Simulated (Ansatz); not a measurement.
## Electronic structure of F₃HOSi···SiH₄ in real space

```xyz
11

Si   -1.0186    0.8941    1.0211
O     0.4290    0.6737    1.8998
F    -0.7634    1.5268   -0.4423
F    -1.8317   -0.4860    0.8349
F    -1.9300    1.9464    1.8204
H     1.0130   -0.4226   -0.0140
Si    0.8657   -0.8562   -1.3934
H     0.7600   -0.2409    1.8491
H    -0.5735   -1.1600   -1.6806
H     1.3678    0.2278   -2.2997
H     1.6818   -2.1032   -1.5954
```

Not at a stationary point (largest force 1.8 eV/Å).

Theory: RKS PBE-D4/def2-SVP in Ansatz 0.2.0.

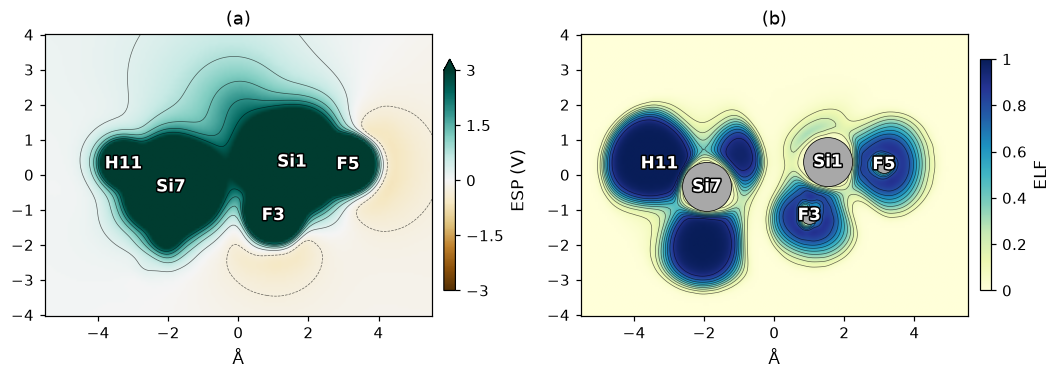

Figure 1. (a) electrostatic potential; (b) electron localisation function on the plane of atoms F3, Si1 and F5. Grey discs cover the atomic cores in the ELF map.

**Interpret the plot.**

The section cuts through Si, F and H sites.
Si–F (1.61 Å): the ELF peaks at about 0.85 in the valence shell of F, 0.6 Å from its nucleus, and is about 0.45 at the midpoint.
The ELF also peaks beside F3 and F5, away from the bonds: lone-pair regions.
Outside the dense part of the complex the potential is most negative (−0.6 V) near F5.

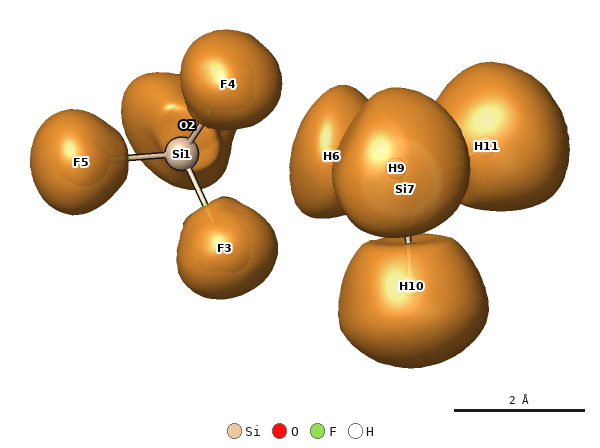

Figure 2. Isosurface of the electron localisation function at 0.75 (orange), seen at an oblique angle. Only the valence region is drawn (cores and ρ < 0.01 e/Å³ removed).

**Where are the electrons localised?**

At this value the surface marks out four regions around hydrogen nuclei, three regions wrapped around F (its lone pairs, merged into a ring or cap) and one joined region spread over several atoms (H, O), in which their bonds and any lone pairs are merged.


Si1···H6 (2.63 Å): the ELF dips to about 0.05 between them.

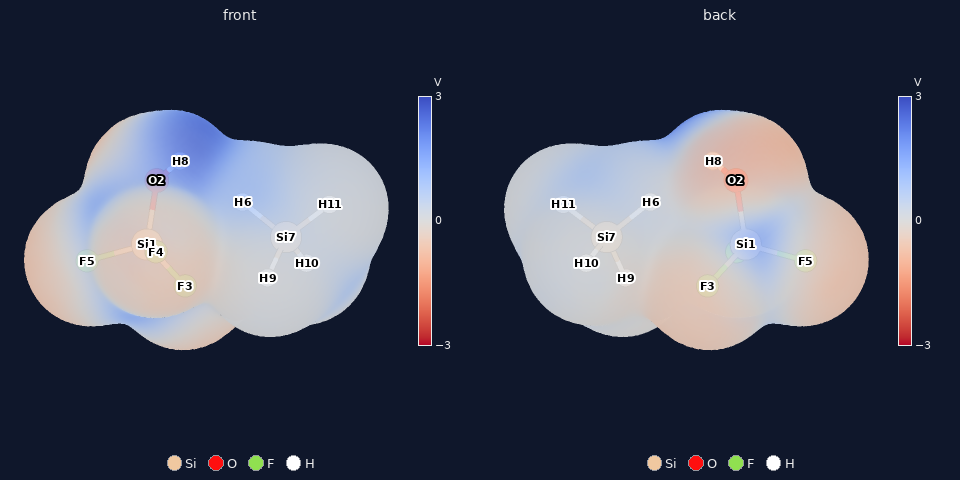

Figure 3. The molecular electrostatic potential painted on the density surface at 0.001 e/bohr³, seen from the front and from behind; the colour scale runs from red (negative) to blue (positive).

**Describe the electrostatic potential map.**

The most negative region (about −0.8 V) lies over O2, the most positive (about +2.3 V) over H8.

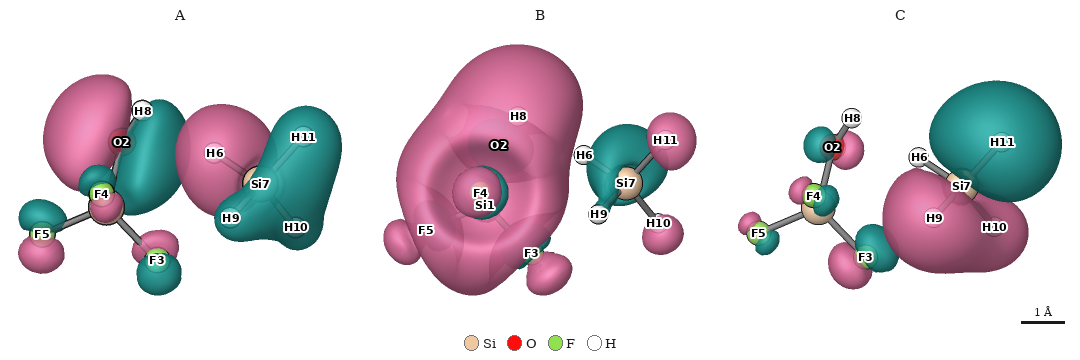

Figure 4. Three frontier orbitals at ±0.06 Å⁻³ᐟ² (teal and pink are the two phases), in no order.

**Order the three orbitals by energy and name them.**

C is the HOMO−1 (−8.50 eV). It lies mainly on Si7 (about 40 %), H11 (about 35 %) and H9 (about 15 %). A is the HOMO (−7.99 eV). Its weight (Hirshfeld) is mainly on O2 (about 60 %), Si7 (about 10 %) and H6 (about 10 %). B is the LUMO (−0.73 eV). Its weight (Hirshfeld) is mainly on Si1 (about 30 %), O2 (about 15 %), H8 (about 15 %), F4 (about 10 %), F5 (about 10 %) and Si7 (about 10 %).

**What is the HOMO–LUMO gap?**

7.26 eV between the orbital energies.
